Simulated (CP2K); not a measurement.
# Two attempts at CH3ClFGa (SMILES [CH3][Ga]([F])[Cl])

Wanted: energy and forces of CH3ClFGa, GFN2-xTB.

The results are computed with CP2K 2026.2.

4 further runs of the same task are left out: 4 set aside as unsound or not needed.

### 1 The molecule

CH3ClFGa: 7 atoms, total charge 0, spin state singlet. SMILES: `[CH3][Ga]([F])[Cl]`. The shape comes from GFN2-xTB, which is rough for such elements, and wasn't checked as a minimum.

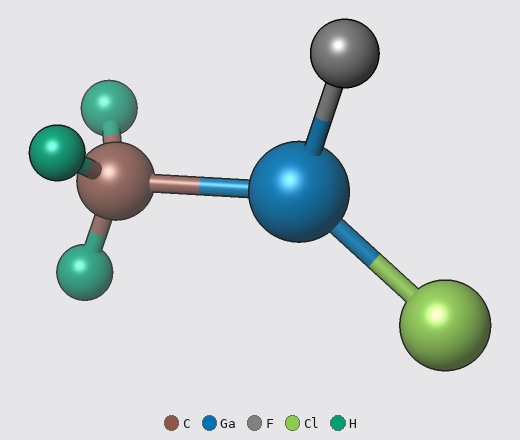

Viewed from a chosen angle; carbon brown, gallium blue, fluorine grey, chlorine green, hydrogen teal.

### 2 First attempt

The input, molecule.inp:

```
&GLOBAL
 PROJECT molecule
 RUN_TYPE ENERGY_FORCE
 PRINT_LEVEL MEDIUM
&END GLOBAL
&FORCE_EVAL
 METHOD Quickstep
 &DFT
  CHARGE 0
  MULTIPLICITY 1
  &QS
   METHOD B3LYP
   EPS_DEFAULT 1.0E-10
   &XTB
    GFN_TYPE TBLITE
    &TBLITE
     METHOD GFN2
    &END TBLITE
    CHECK_ATOMIC_CHARGES F
   &END XTB
  &END QS
  &POISSON
   PERIODIC NONE
   POISSON_SOLVER ANALYTIC
  &END POISSON
  &SCF
   SCF_GUESS ATOMIC
   EPS_SCF 1.0E-07
   MAX_SCF 150
   ADDED_MOS 2
   &DIAGONALIZATION
    ALGORITHM STANDARD
   &END DIAGONALIZATION
   &MIXING
    METHOD DIRECT_P_MIXING
    ALPHA 0.4
   &END MIXING
   &SMEAR ON
    METHOD FERMI_DIRAC
    ELECTRONIC_TEMPERATURE [K] 300
   &END SMEAR
  &END SCF
  &PRINT
   &MOMENTS
    PERIODIC F
    REFERENCE COM
    MAX_MOMENT 1
   &END MOMENTS
   &MO ON
    ENERGIES T
    OCCUPATION_NUMBERS T
    NDIGITS 6
    &EACH
     QS_SCF 0
    &END EACH
    ADD_LAST NUMERIC
   &END MO
   &HIRSHFELD OFF
   &END HIRSHFELD
  &END PRINT
 &END DFT
 &SUBSYS
  &CELL
   ABC [angstrom] 10.4 12.1 9.9
   PERIODIC NONE
  &END CELL
  &COORD
   C     -0.099710     1.014200    -0.130510
   Ga     0.048110    -1.002770     0.081830
   F      1.362050    -1.452570     1.185390
   Cl    -0.971710    -2.666710    -0.661770
   H     -1.008080     1.275340    -0.670680
   H     -0.106510     1.456920     0.865390
   H      0.775850     1.375600    -0.669660
  &END COORD
  &TOPOLOGY
   &CENTER_COORDINATES
   &END CENTER_COORDINATES
  &END TOPOLOGY
 &END SUBSYS
 &PRINT
  &FORCES ON
  &END FORCES
 &END PRINT
&END FORCE_EVAL
```

Launch:

```sh
OMP_NUM_THREADS=1 cp2k.psmp -i molecule.inp > molecule.out 2>&1
```

Standard output:

```text
*******************************************************************************
 *   ___                                                                       *
 *  /   \                                                                      *
 * [ABORT]                                                                     *
 *  \___/                   invalid value for enumeration:B3LYP                *
 *    |                                                                        *
 *  O/|                                                                        *
 * /| |                                                                        *
 * / \                                     input/input_enumeration_types.F:215 *
 *******************************************************************************

 ===== Routine Calling Stack =====

            6 val_create_parsing
            5 section_vals_parse
            4 section_vals_parse
            3 section_vals_parse
            2 section_vals_parse
            1 read_input

Program received signal SIGABRT: Process abort signal.

Backtrace for this error:
#0  0x416d7beef957 in ???
#1  0x416d9c7a4cac in __pthread_kill_implementation
#2  0x416d9c74bfb7 in raise
#3  0x416d9c735d37 in abort
#4  0x416d7c5c2d83 in ???
#5  0x416d7c5c4297 in ???
#6  0x416d7c5c4497 in ???
#7  0x416d7c72226f in ???
#8  0x416d7c73183b in ???
#9  0x416d7c73367b in ???
#10  0x416d7c7338f7 in ???
#11  0x416d7c7338f7 in ???
#12  0x416d7c7338f7 in ???
#13  0x416d7c009807 in ???
#14  0x416d7c874e8b in ???
#15  0x416d7c879d0b in ???
#16  0x416d7bf90db3 in ???
#17  0x416d7bf8ef13 in ???
#18  0x416d9c736573 in __libc_start_call_main
#19  0x416d9c736657 in __libc_start_main_impl
#20  0x416d7bf8f06f in ???
#21  0xffffffffffffffff in ???
```

Run time: 0.23 s. Hardware: 1 thread of Arm Neoverse V1, shared host.

### 3 Reading the log

The input was rejected.

The log says `\___/                   invalid value for enumeration:B3LYP`. The fault: the keyword for the method is given a word that it doesn't take.

### 4 Try two

The input, mol.inp:

```
&FORCE_EVAL
 METHOD Quickstep
 &DFT
  CHARGE 0
  MULTIPLICITY 1
  &QS
   METHOD XTB
   EPS_DEFAULT 1.0E-10
   &XTB
    GFN_TYPE TBLITE
    &TBLITE
     METHOD GFN2
    &END TBLITE
    CHECK_ATOMIC_CHARGES F
   &END XTB
  &END QS
  &POISSON
   PERIODIC NONE
   POISSON_SOLVER ANALYTIC
  &END POISSON
  &SCF
   SCF_GUESS ATOMIC
   EPS_SCF 1.0E-07
   MAX_SCF 150
   ADDED_MOS 2
   &DIAGONALIZATION
    ALGORITHM STANDARD
   &END DIAGONALIZATION
   &MIXING
    METHOD DIRECT_P_MIXING
    ALPHA 0.4
   &END MIXING
   &SMEAR ON
    METHOD FERMI_DIRAC
    ELECTRONIC_TEMPERATURE [K] 300
   &END SMEAR
  &END SCF
  &PRINT
   &MOMENTS
    PERIODIC F
    REFERENCE COM
    MAX_MOMENT 1
   &END MOMENTS
   &MO ON
    ENERGIES T
    OCCUPATION_NUMBERS T
    NDIGITS 6
    &EACH
     QS_SCF 0
    &END EACH
    ADD_LAST NUMERIC
   &END MO
   &HIRSHFELD OFF
   &END HIRSHFELD
  &END PRINT
 &END DFT
 &SUBSYS
  &CELL
   ABC [angstrom] 10.4 12.1 9.9
   PERIODIC NONE
  &END CELL
  &COORD
   C     -0.099710     1.014200    -0.130510
   Ga     0.048110    -1.002770     0.081830
   F      1.362050    -1.452570     1.185390
   Cl    -0.971710    -2.666710    -0.661770
   H     -1.008080     1.275340    -0.670680
   H     -0.106510     1.456920     0.865390
   H      0.775850     1.375600    -0.669660
  &END COORD
  &TOPOLOGY
   &CENTER_COORDINATES
   &END CENTER_COORDINATES
  &END TOPOLOGY
 &END SUBSYS
 &PRINT
  &FORCES ON
  &END FORCES
 &END PRINT
&END FORCE_EVAL

&GLOBAL
 PROJECT mol
 RUN_TYPE ENERGY_FORCE
 PRINT_LEVEL MEDIUM
&END GLOBAL
```

Launch:

```sh
OMP_NUM_THREADS=1 cp2k.psmp -i mol.inp -o mol.out
```

Standard output:

```text
CP2K| version string:                                       CP2K version 2026.2
[...]
 GLOBAL| Method name                                                        CP2K
[...]
 GLOBAL| Run type                                                   ENERGY_FORCE
[...]
                             - Atoms:                                          7
[...]
                             - Spherical basis functions:                     29
[...]
 Number of electrons:                                                         24
[...]
  *** SCF run converged in    18 steps ***
[...]
  Fermi energy:                                                -0.31770225140574
[...]
 TB_DIPOLE| Moment [Debye]         -1.58542629       3.21598956      -1.44744069
 TB_DIPOLE| Derivative [a.u.]       0.00000000       0.00000000       0.00000000
[...]
 ENERGY| Total FORCE_EVAL ( QS ) energy [hartree]            -14.271831457497312
 FORCES| Atomic forces [hartree/bohr]
 FORCES|   Atom     x               y               z               |f|
 FORCES|      1 -1.58240324E-04  2.56980661E-05  1.30969583E-04   2.07010682E-04
 FORCES|      2  3.71266895E-04 -1.04478842E-04  5.38278311E-04   6.62192175E-04
 FORCES|      3 -4.11438240E-04  2.09680863E-04 -4.31436399E-04   6.31969031E-04
 FORCES|      4 -2.34671662E-05 -9.44970920E-05 -1.09799476E-04   1.46752626E-04
 FORCES|      5  1.40533618E-04 -5.24212173E-05 -5.93091802E-05   1.61292469E-04
 FORCES|      6  9.05169737E-05  1.03988086E-05 -3.47827866E-05   9.75258940E-05
 FORCES|      7 -9.17175630E-06  5.61941311E-06 -3.39200523E-05   3.55846717E-05
 FORCES| Sum     6.44592073E-17 -3.26615904E-18 -1.86143960E-16
 FORCES| Total atomic force                                       1.97015815E-16
[...]
```

Run time: 0.29 s. Hardware: 1 thread of Arm Neoverse V1, shared host.

### 5 Results

At GFN2-xTB:

| quantity | value |
| --- | --- |
| total energy | -14.27183 Eh |
| dipole moment (from atomic charges alone) | 3.87 D |
| HOMO energy | -12.06 eV |
| LUMO energy | -7.75 eV |
| HOMO–LUMO gap | 4.31 eV |
| largest force on an atom | 0.034 eV/Å |

What this shows: The dipole comes from point charges on the atoms alone, without atomic dipoles, so it is partial.
